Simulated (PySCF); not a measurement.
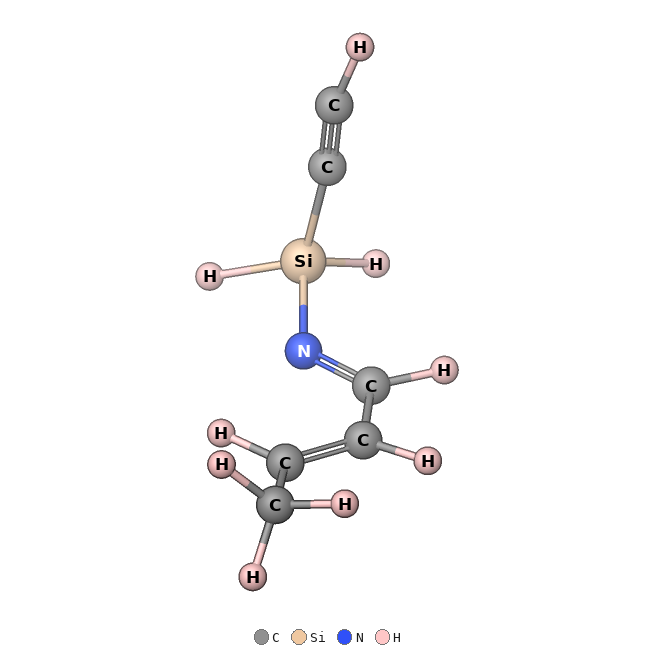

Orthographic view. Distant atoms are faded towards the background colour. Geometry: a frame of a GFN2-xTB molecular-dynamics simulation, not a minimum.

> Give the standard InChI.

InChI=1S/C6H9NSi/c1-3-5-6-7-8-4-2/h2-3,5-6H,8H2,1H3/b5-3+,7-6+
